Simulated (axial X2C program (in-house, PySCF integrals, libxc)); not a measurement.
Run report: TeF, relativistic diatomic calculation

- system: TeF, single determinant with M_S = 1/2 and |Λ| = 1.
- method: PBE0, spin-free X2C-1e, Te dyall-cv3z, F dyall-av3z (cores contracted) (axial X2C program (in-house, PySCF integrals, libxc))

**Output**
```
spin-free X2C-1e  PBE0
basis functions 178  fitting functions 904  grid points 5080
iter        total energy     max residual
   1      -6893.339976907     3.07e-05
   2      -6893.339976913     2.46e-05
   3      -6893.339976917     8.66e-06
converged
one-electron -9717.65941311  Coulomb 2882.84000149  exact exchange -46.21098821  xc functional -141.49837976  nuclear repulsion 129.18880267
```

**The points of the curve**

| R (Å) | E (hartree) | dipole (D; origin at the first atom, positive when the second is positive) | highest filled (eV) | lowest empty (eV) |
| --- | --- | --- | --- | --- |
| 1.668 | −6893.301419 | −0.65 | −5.97 | −3.95 |
| 1.744 | −6893.324808 | −1.10 | −6.14 | −4.12 |
| 1.802 | −6893.334411 | −1.43 | −6.27 | −4.24 |
| 1.859 | −6893.339057 | −1.75 | −6.39 | −4.36 |
| 1.917 | −6893.339977 | −2.06 | −6.50 | −4.47 |
| 1.984 | −6893.337591 | −2.41 | −6.63 | −4.60 |
| 2.051 | −6893.332544 | −2.75 | −6.75 | −4.71 |
| 2.138 | −6893.323472 | −3.16 | −6.90 | −4.86 |
| 2.243 | −6893.310113 | −3.63 | −7.06 | −5.02 |
| 2.396 | −6893.289022 | −4.24 | −7.27 | −5.21 |

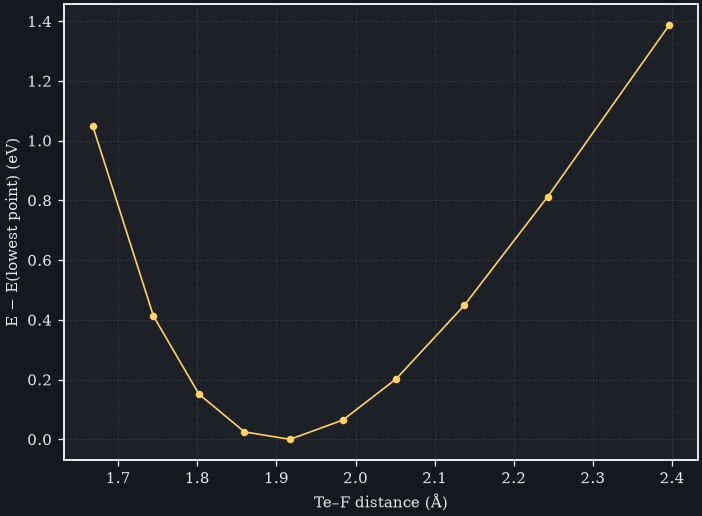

Energy at 10 bond lengths, for one set of occupations held fixed; the line joins the points. A polynomial of degree 6 through 9 points gives rₑ = 1.905 Å, ωₑ = 630.3 cm⁻¹, ωₑxₑ = 2.6 cm⁻¹ and Bₑ = 0.2803 cm⁻¹. The minimum lies 3.50 eV below Te + F, each computed as one determinant at the same level.

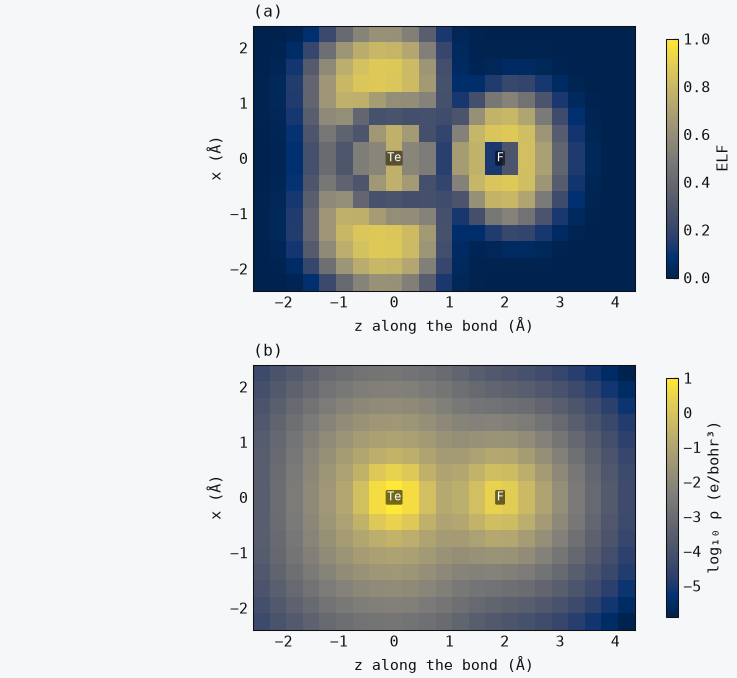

(a) electron localisation function; (b) electron density on a logarithmic scale, in a plane that holds the axis, at 1.92 Å, on points 0.3 Å apart (one half computed, the other mirrored); the structure near the nuclei is finer than these points.

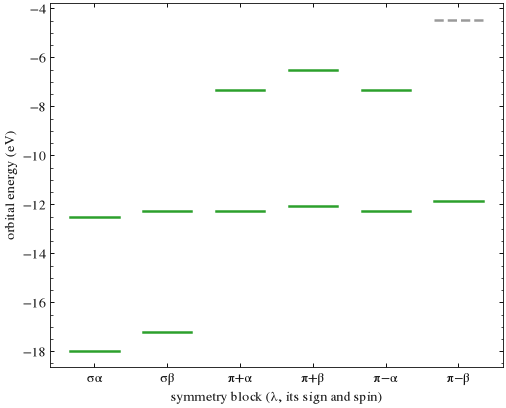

Orbital energies near the frontier at 1.92 Å, filled (solid) and empty (dashed); a label such as π−α means λ = −1 and α spin. The highest filled orbital (π+β; 88 % Te p, 8 % F p) lies at −6.50 eV, the lowest empty one (π−β; 88 % Te p, 8 % F p) at −4.47 eV.

**Input**
```
{"zs": [52, 9], "q": 0, "bas": ["dyall-cv3z", "dyall-av3z"], "levels": ["PBE0", "HF", "PBE"], "cc": true, "r0": 2.0, "thr": -1.0, "nmax": 90, "npts": 10, "nst": 2, "ntry": 6}
```

The line is the task of a batch: nuclear charges, charge, bases, the levels to run, a first guess of the distance and further settings. This report covers PBE0 without spin-orbit coupling. The log is that of the reference distance 1.917 Å, started from orbitals converged before.

The run was one of a batch that the task file lists, launched with:
```bash
python <driver script> task.json out
```

**Key numbers**

- outcome: converged
- bond length rₑ: 1.905 Å
- ωₑ: 630.3 cm⁻¹
- energy at the minimum: −6893.34004 hartree
- depth below the fragments: 3.50 eV
- largest ⟨S²⟩ along the curve: 0.76
- hardware: 1 thread of INTEL XEON PLATINUM @ 2.30GHz (Emerald Rapids), 24 GiB of memory available, shared host
- wall time: 6.3 s
- peak memory: 0.82 GiB
